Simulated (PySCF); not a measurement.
# C₁₀H₁₀S: excited states, first hyperpolarisability

Aim: compute the excited states, first hyperpolarisability of C₁₀H₁₀S (`CSC1=CC=CC12C=CC=C2`).

Programs: PySCF 2.14.0, with routines of our own; each step states its level. All values are computed. Atoms count from 0.

### 1 The system as given

21 atoms, charge 0, multiplicity 1; geometry from: GFN2-xTB.

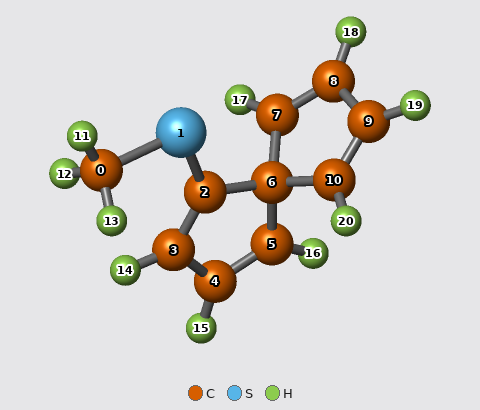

The starting geometry (carbon orange, sulfur blue, hydrogen green).

### 2 Geometry optimisation at PBE0-D3(BJ)/def2-SVP

What the job is given:

```
{"job": {"xc": "PBE0", "basis": "def2-SVP", "d3": "d3bj", "grid": 2, "kind": "geom"}, "charge": 0, "multiplicity": 1}
C      3.102775    -0.087877     1.333864
S      1.439615     0.644724     1.371579
C      0.636525    -0.289048     0.144407
C      1.082454    -1.310908    -0.611418
C      0.016780    -1.741408    -1.487304
C     -1.075921    -0.997351    -1.279628
C     -0.797861     0.024168    -0.208631
C     -1.749279    -0.058834     0.953277
C     -2.391563     1.104743     1.093482
C     -1.931326     2.033814     0.079043
C     -1.007594     1.437709    -0.680885
H      3.686160     0.442296     2.079439
H      3.041700    -1.141351     1.588908
H      3.538952     0.050458     0.349001
H      2.058650    -1.758311    -0.592588
H      0.118018    -2.546889    -2.193128
H     -2.030586    -1.062200    -1.765541
H     -1.852153    -0.952681     1.538906
H     -3.134588     1.342668     1.833603
H     -2.294215     3.041141    -0.021641
H     -0.465463     1.842080    -1.514851
```

The run is started by

```console
$ OMP_NUM_THREADS=1 python excited_run.py task.json out
```

One launch serves the whole session: the jobs run in the order shown.

Output:

```text
step   0  E = -784.21563610  max force = 0.017133
step   1  E = -784.21869345  max force = 0.002376
step   2  E = -784.21872229  max force = 0.000561
step   3  E = -784.21872533  max force = 0.000443
optimisation converged
```

Run time: 1.7 min. Hardware: 1 thread of Arm Neoverse V2, shared host; peak memory 0.98 GiB.

Along the way:

| step | energy from step 0 (eV) | largest force component (eV/Å) |
| --- | --- | --- |
| 0 | 0.0000 | 0.8810 |
| 1 | -0.0832 | 0.1222 |
| 2 | -0.0840 | 0.0288 |
| 3 | -0.0841 | 0.0228 |

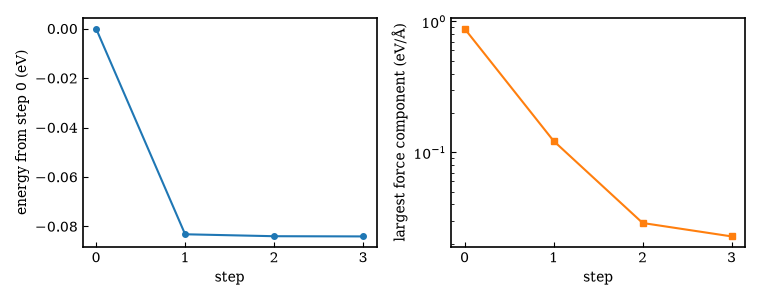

Energy and largest force along the relaxation.

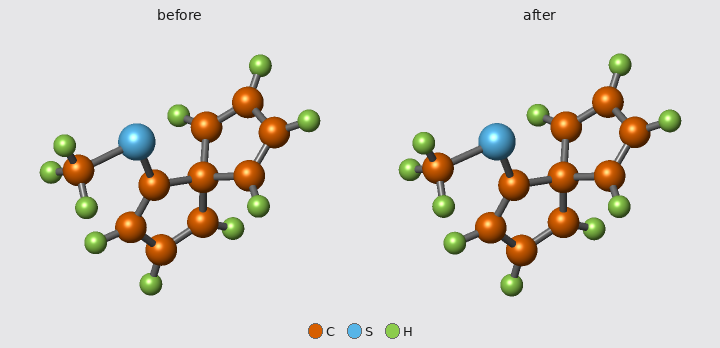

The geometry before (left) and after (right).

Distances of close pairs at the start and the end, largest changes first:

| bond | before (Å) | after (Å) | change (Å) |
| --- | --- | --- | --- |
| C0–S1 | 1.818 | 1.799 | -0.019 |
| C8–C9 | 1.451 | 1.468 | +0.018 |
| C3–C4 | 1.445 | 1.463 | +0.018 |
| C5–H16 | 1.073 | 1.089 | +0.016 |
| C7–H17 | 1.074 | 1.090 | +0.016 |
| C8–H18 | 1.075 | 1.091 | +0.016 |
| C9–H19 | 1.075 | 1.091 | +0.016 |
| C10–H20 | 1.074 | 1.090 | +0.016 |

The next job starts from the end point, and lists it.

| at the end point | value |
| --- | --- |
| point group (found at 0.08 Å tolerance) | Cs |
| rotational constants (GHz, main isotopes) | 1.485, 0.919, 0.659 |
| dipole moment (D) | 1.15 |

### 3 Excited states: TDA CAM-B3LYP/def2-SVPD

What the job is given:

```
{"job": {"kind": "states", "xc": "CAM-B3LYP", "basis": "def2-SVPD", "tda": true, "soc": true, "nstates": 6, "ntriplets": 5, "nquad": 4}, "charge": 0, "multiplicity": 1}
C      3.147911    -0.207825     1.325680
S      1.517380     0.552305     1.311685
C      0.729788    -0.384714     0.081666
C      1.170599    -1.415702    -0.682135
C      0.087827    -1.844202    -1.567054
C     -1.007463    -1.089867    -1.354360
C     -0.715903    -0.068108    -0.275144
C     -1.667865    -0.162517     0.895729
C     -2.318329     1.007566     1.038996
C     -1.855160     1.951103     0.014023
C     -0.923104     1.352639    -0.751261
H      3.736330     0.323213     2.085549
H      3.085882    -1.271955     1.597449
H      3.642552    -0.102235     0.348851
H      2.163431    -1.863511    -0.653827
H      0.171661    -2.658766    -2.288774
H     -1.975874    -1.154429    -1.848778
H     -1.772822    -1.066023     1.495545
H     -3.070879     1.232376     1.796532
H     -2.214527     2.975377    -0.097686
H     -0.375191     1.774063    -1.593437
```

With the program's defaults for keys left out, this is: TDA CAM-B3LYP/def2-SVPD excited states, vertical, gas phase, spin-orbit mean-field couplings.

Output:

```text
coarse grid: 18688 points
cycle   1  E = -784.4280367203  dE =  2.089e+00  |g| = 3.529e-01  |ddm| = 1.324e+01
cycle   2  E = -784.4540120902  dE = -2.598e-02  |g| = 2.553e-01  |ddm| = 2.308e+00
cycle   3  E = -784.4693397349  dE = -1.533e-02  |g| = 7.396e-02  |ddm| = 9.730e-01
cycle   4  E = -784.4704518388  dE = -1.112e-03  |g| = 4.121e-02  |ddm| = 3.355e-01
cycle   5  E = -784.4708876913  dE = -4.359e-04  |g| = 6.847e-03  |ddm| = 2.031e-01
cycle   6  E = -784.4709002944  dE = -1.260e-05  |g| = 3.072e-03  |ddm| = 3.310e-02
cycle   7  E = -784.4709031754  dE = -2.881e-06  |g| = 1.041e-03  |ddm| = 1.355e-02
final grid: 177552 points
cycle   8  E = -784.5913129466  dE = -4.775e-05  |g| = 3.621e-03  |ddm| = 2.084e-01
cycle   9  E = -784.5913139473  dE = -1.001e-06  |g| = 3.288e-03  |ddm| = 3.649e-02
cycle  10  E = -784.5913167297  dE = -2.782e-06  |g| = 4.068e-04  |ddm| = 1.283e-02
cycle  11  E = -784.5913167590  dE = -2.932e-08  |g| = 2.548e-04  |ddm| = 1.888e-03
cycle  12  E = -784.5913167756  dE = -1.664e-08  |g| = 5.487e-05  |ddm| = 1.139e-03
cycle  13  E = -784.5913167764  dE = -7.851e-10  |g| = 1.429e-05  |ddm| = 2.193e-04
converged SCF energy = -784.5913167764

Singlet excitations
state   eV       nm        f     d(h-e)  d(exc)  Lambda  PR(NTO)  |dmu|/D   mu/D   main configurations
  1   4.2707   290.3   0.00476   2.184   3.687   0.415   1.013    6.630    7.718   H->L 0.98
  2   4.4840   276.5   0.17111   0.637   3.134   0.765   1.074    1.715    1.604   H->L+1 0.93
  3   5.1372   241.3   0.02516   0.687   3.351   0.511   1.800    2.909    2.523   H-1->L 0.42, H->L+2 0.38
  4   5.1925   238.8   0.09407   1.905   3.590   0.415   1.036    4.824    3.949   H-1->L+1 0.95
  5   5.2203   237.5   0.01894   0.445   3.476   0.544   1.920                     H-1->L 0.50, H->L+2 0.41
  6   5.7419   215.9   0.00796   0.486   3.906   0.332   1.188                     H->L+3 0.43, H->L+4 0.32

Triplet excitations (Tamm-Dancoff)
state   eV     d(h-e)  d(exc)  Lambda  PR(NTO)   main configurations
  1   2.6687   0.171   2.680   0.776   1.067   H->L+1 0.90
  2   2.8688   0.097   2.433   0.665   1.074   H-1->L 0.70, H->L 0.21
  3   4.3622   2.275   3.739   0.480   1.022   H->L 0.76, H-1->L 0.19
  4   4.5447   0.484   2.693   0.574   2.104   H-1->L+1 0.30, H->L+8 0.22, H-2->L+1 0.15
  5   4.9000   0.062   2.255   0.662   2.224   H-3->L 0.43, H-1->L+8 0.21
S1 - T1 = 1.6021 eV

Spin-orbit couplings |<S|Hso|T>| (cm-1)
             T1       T2       T3       T4       T5
S0        0.753    1.027   25.208    1.260    1.061
S1        4.246    0.211    0.068    1.896    3.753
S2        0.039    1.918    4.802    0.544    0.708
S3       10.317    0.129    1.869    7.401    3.573
S4        0.212    2.617    4.101    1.044    1.301
S5        6.274    0.567    2.434    2.966    2.480
S6        9.486    0.419    0.369    5.343    0.987
T1 sublevels (cm-1): 0.000 0.009 0.009   radiative rates (1/s): 0.0111 0.077 0.000987
```

It took 1.9 min on 1 thread of Arm Neoverse V2, shared host; peak memory 1.4 GiB.

Key values:

| quantity | value |
| --- | --- |
| S1 less T1 | 1.60 eV |

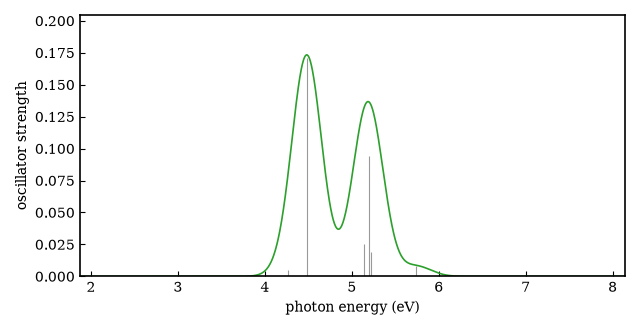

Absorption lines of the singlets. Lines are broadened to a width of 0.40 eV (Gaussian).

### 4 Excited states: TDDFT CAM-B3LYP/def2-SVPD

The job, as its differences from that of step 3:

```diff
@@ -1,2 +1,2 @@
-{"job": {"kind": "states", "xc": "CAM-B3LYP", "basis": "def2-SVPD", "tda": true, "soc": true, "nstates": 6, "ntriplets": 5, "nquad": 4}, "charge": 0, "multiplicity": 1}
+{"job": {"kind": "states", "xc": "CAM-B3LYP", "basis": "def2-SVPD", "tpa": true, "nstates": 8, "nquad": 6, "ntriplets": 0}, "charge": 0, "multiplicity": 1}
 C      3.147911    -0.207825     1.325680
```

With the program's defaults for keys left out, this is: TDDFT CAM-B3LYP/def2-SVPD excited states, vertical, gas phase, two-photon moments by quadratic response.

Output:

```text
coarse grid: 18688 points
cycle   1  E = -784.4280367203  dE =  2.089e+00  |g| = 3.529e-01  |ddm| = 1.324e+01
cycle   2  E = -784.4540120902  dE = -2.598e-02  |g| = 2.553e-01  |ddm| = 2.308e+00
cycle   3  E = -784.4693397349  dE = -1.533e-02  |g| = 7.396e-02  |ddm| = 9.730e-01
cycle   4  E = -784.4704518388  dE = -1.112e-03  |g| = 4.121e-02  |ddm| = 3.355e-01
cycle   5  E = -784.4708876913  dE = -4.359e-04  |g| = 6.847e-03  |ddm| = 2.031e-01
cycle   6  E = -784.4709002944  dE = -1.260e-05  |g| = 3.072e-03  |ddm| = 3.310e-02
cycle   7  E = -784.4709031754  dE = -2.881e-06  |g| = 1.041e-03  |ddm| = 1.355e-02
final grid: 177552 points
cycle   8  E = -784.5913129466  dE = -4.775e-05  |g| = 3.621e-03  |ddm| = 2.084e-01
cycle   9  E = -784.5913139473  dE = -1.001e-06  |g| = 3.288e-03  |ddm| = 3.649e-02
cycle  10  E = -784.5913167297  dE = -2.782e-06  |g| = 4.068e-04  |ddm| = 1.283e-02
cycle  11  E = -784.5913167590  dE = -2.932e-08  |g| = 2.548e-04  |ddm| = 1.888e-03
cycle  12  E = -784.5913167756  dE = -1.664e-08  |g| = 5.487e-05  |ddm| = 1.139e-03
cycle  13  E = -784.5913167764  dE = -7.851e-10  |g| = 1.429e-05  |ddm| = 2.193e-04
converged SCF energy = -784.5913167764

Singlet excitations
state   eV       nm        f     d(h-e)  d(exc)  Lambda  PR(NTO)  |dmu|/D   mu/D   delta(TPA)   sigma/GM   main configurations
  1   4.2166   294.0   0.00566   2.013   3.607   0.422   1.024    5.906    6.993        0.77      0.005   H->L 0.95
  2   4.2475   291.9   0.12631   0.570   3.079   0.767   1.107    1.472    1.676       67.46      0.446   H->L+1 0.97
  3   4.9365   251.2   0.02805   0.752   3.093   0.711   1.158    2.101    3.138        0.35      0.003   H-1->L 0.90
  4   5.1545   240.5   0.06182   2.000   3.603   0.407   1.037    5.179    4.266      214.73      2.090   H-1->L+1 0.97
  5   5.1715   239.7   0.00011   1.594   3.783   0.333   1.069    6.406    5.771       32.50      0.318   H->L+2 0.77
  6   5.7288   216.4   0.00478   0.497   3.913   0.324   1.148    2.685    2.249        7.99      0.096   H->L+3 0.43, H->L+4 0.31
  7   6.0165   206.1   0.01509   1.912   4.339   0.314   1.076                                            H->L+4 0.56, H->L+3 0.24
  8   6.2607   198.0   0.06959   0.214   3.719   0.518   1.299                                            H->L+5 0.67, H->L+8 0.20
```

Run time: 2.5 min. Hardware: 1 thread of Arm Neoverse V2, shared host; peak memory 1.4 GiB.

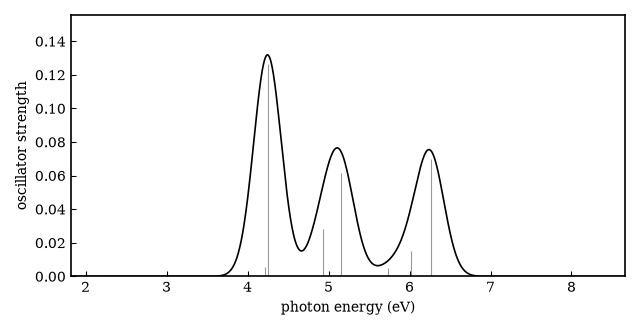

Absorption lines of the singlets. Lines are broadened to a width of 0.40 eV (Gaussian).

### 5 First hyperpolarisability: quadratic response CAM-B3LYP/def2-SVPD

The job, as its differences from that of step 4:

```diff
@@ -1,2 +1,2 @@
-{"job": {"kind": "states", "xc": "CAM-B3LYP", "basis": "def2-SVPD", "tpa": true, "nstates": 8, "nquad": 6, "ntriplets": 0}, "charge": 0, "multiplicity": 1}
+{"job": {"kind": "beta", "xc": "CAM-B3LYP", "basis": "def2-SVPD"}, "charge": 0, "multiplicity": 1}
 C      3.147911    -0.207825     1.325680
```

Method: quadratic response CAM-B3LYP/def2-SVPD first hyperpolarisability, Taylor convention, gas phase.

Output:

```text
coarse grid: 18688 points
cycle   1  E = -784.4280367203  dE =  2.089e+00  |g| = 3.529e-01  |ddm| = 1.324e+01
cycle   2  E = -784.4540120902  dE = -2.598e-02  |g| = 2.553e-01  |ddm| = 2.308e+00
cycle   3  E = -784.4693397349  dE = -1.533e-02  |g| = 7.396e-02  |ddm| = 9.730e-01
cycle   4  E = -784.4704518388  dE = -1.112e-03  |g| = 4.121e-02  |ddm| = 3.355e-01
cycle   5  E = -784.4708876913  dE = -4.359e-04  |g| = 6.847e-03  |ddm| = 2.031e-01
cycle   6  E = -784.4709002944  dE = -1.260e-05  |g| = 3.072e-03  |ddm| = 3.310e-02
cycle   7  E = -784.4709031754  dE = -2.881e-06  |g| = 1.041e-03  |ddm| = 1.355e-02
final grid: 177552 points
cycle   8  E = -784.5913129466  dE = -4.775e-05  |g| = 3.621e-03  |ddm| = 2.084e-01
cycle   9  E = -784.5913139473  dE = -1.001e-06  |g| = 3.288e-03  |ddm| = 3.649e-02
cycle  10  E = -784.5913167297  dE = -2.782e-06  |g| = 4.068e-04  |ddm| = 1.283e-02
cycle  11  E = -784.5913167590  dE = -2.932e-08  |g| = 2.548e-04  |ddm| = 1.888e-03
cycle  12  E = -784.5913167756  dE = -1.664e-08  |g| = 5.487e-05  |ddm| = 1.139e-03
cycle  13  E = -784.5913167764  dE = -7.851e-10  |g| = 1.429e-05  |ddm| = 2.193e-04
converged SCF energy = -784.5913167764

Lowest singlets (eV, f): 4.2166 0.0057  4.2475 0.1263  4.9365 0.0280

First hyperpolarisability (au)
process     nm      |vector|   parallel      HRS      DR
static         -      238.40      70.12     104.84   4.177
shg       1907.0      271.99       78.6      119.0   4.261
eope      1907.0      248.87      72.77          -       -
shg       1064.0      378.06     105.26     163.74   4.444
eope      1064.0      274.61      79.26          -       -
```

Run time: 1.8 min. Hardware: 1 thread of Arm Neoverse V2, shared host; peak memory 1.4 GiB.

### 6 Outcome

| quantity | value |
| --- | --- |
| point group | Cs |
| rotational constants (main isotopes) | 1.48, 0.92, 0.66 GHz |
| S1 less T1 (step 3, TDA CAM-B3LYP/def2-SVPD) | 1.60 eV |
| β vector (step 5, quadratic response CAM-B3LYP/def2-SVPD) | static 238, SHG 1907.0 nm 272, SHG 1064.0 nm 378 au |

**Reading.** Relaxing lowered the energy by 0.084 eV in 3 steps; the close pair that moved most is C0–S1, from 1.818 to 1.799 Å. In step 3, the number of triplets below S1 is 2, and the largest singlet-triplet spin-orbit coupling is S0–T3, 25.21 cm⁻¹. β grows from 238 au (static) to 378 au for doubling at 1064.0 nm: normal dispersion, which grows as twice the photon energy moves toward the bright states.
